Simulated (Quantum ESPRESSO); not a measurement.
# Thin-slab swings and surface energies of 12 metal faces

How much does the work function still swing with the number of layers, and what surface energies do the series give?

Set-up. Quantum ESPRESSO 7.5 driven by ASE, PBE with GBRV files, ESM (bc1), cold smearing of 0.02 Ry; unrelaxed slabs of 3 to 8 layers (2 to 8 for hcp) at the tabulated lattice constant. The surface energy is the intercept of a line through the energies of all but the thinnest slab, over twice the area.

Results:

```
    face  φ, thinnest (eV)  φ, thickest (eV)  swing over the last three (eV)  γ (J/m²)  scatter about the line (J/m²)  γ from the liquid, measured (J/m²)
 Cu(111)              4.79              4.79                            0.10      1.28                          ±0.02                                   -
 Al(100)              4.49              4.25                            0.02      1.00                          ±0.03                                1.14
 Ag(110)              4.34              4.21                            0.06      0.92                          ±0.01                                   -
 Au(110)              5.18              5.01                            0.03      0.90                          ±0.01                                1.50
 Al(111)              3.88              4.13                            0.09      0.87                          ±0.02                                1.14
 Al(110)              4.26              4.14                            0.18      0.87                          ±0.05                                1.14
 Au(100)              5.09              5.05                            0.04      0.80                          ±0.02                                1.50
 Ag(100)              4.37              4.27                            0.10      0.77                          ±0.02                                   -
 Ag(111)              4.56              4.42                            0.07      0.70                          ±0.02                                   -
 Au(111)              5.23              5.16                            0.05      0.64                          ±0.02                                1.50
Mg(0001)              3.74              3.65                            0.13      0.57                          ±0.00                                   -
 Ca(110)              2.77              2.79                            0.02      0.53                          ±0.00                                   -
```

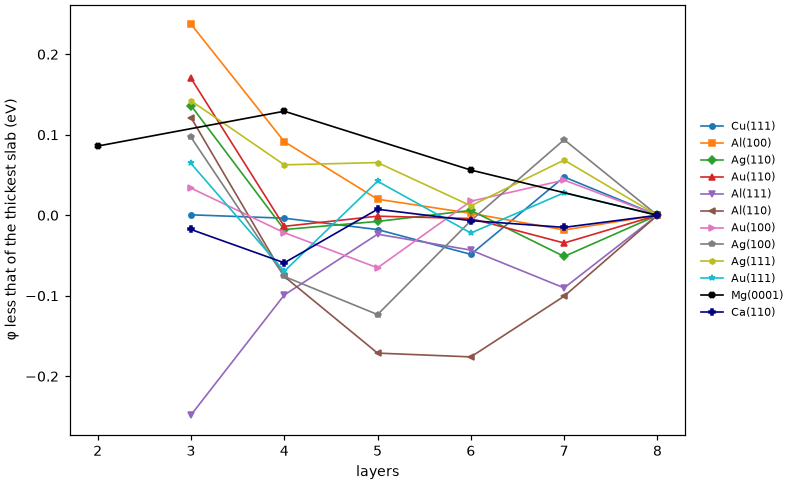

Work function against thickness.

What this shows: Over the last three thicknesses the swing is 0.02 to 0.18 eV, largest on Al(110); 5 of 12 faces hold within 0.05 eV. Surface energies run from 0.53 (Ca(110)) to 1.28 J/m² (Cu(111)). PBE lies under the measured value on 6 of the 6 faces that have one.

**Limits.** Slabs are unrelaxed, so relaxed surface energies are lower. One mesh a face. The intercept is uncertain by about twice the scatter; values nearer than that are not ranked. Measured surface energies are extrapolated from the liquid and average over faces; from “Surface energies, work functions, and surface relaxations of low index metallic surfaces from first-principles” (2008, arxiv:0801.1077). Rows were grouped by surface energy.

[Logs are printed without paths, hosts, clocks, repeated set-up lines and the standing remarks that a program may print on its own settings, such as how far it seeks lower states.]
